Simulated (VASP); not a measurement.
Band structure of CrO₃ (space group Amm2). Method: LDA (Ceperley-Alder, Perdew-Zunger) with spin-orbit coupling, VASP's LDA PAW potentials (set 64) (plane waves; VASP).

The path is coarsely sampled, so an indirect gap can come out somewhat too large.

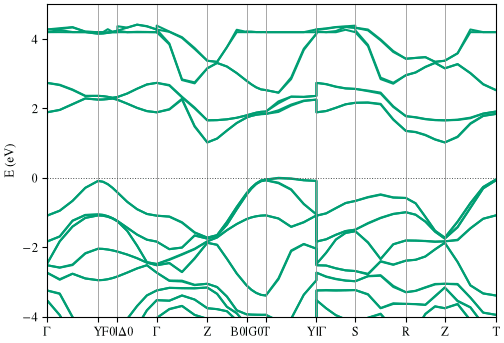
*Bands along high-symmetry lines, zero at the valence-band maximum or, without a gap, the Fermi level*

Task: Read the plot: is there a gap, and where are the band edges?

Result: The gap is indirect, 1.02 eV, from the valence maximum at T-Y at 0.25 to the conduction minimum at Z.

The structure comes from a computed database's CrO3 entry (Amm2); how it stands against other phases isn't given here. It was relaxed first, which changed the volume by -18 %.
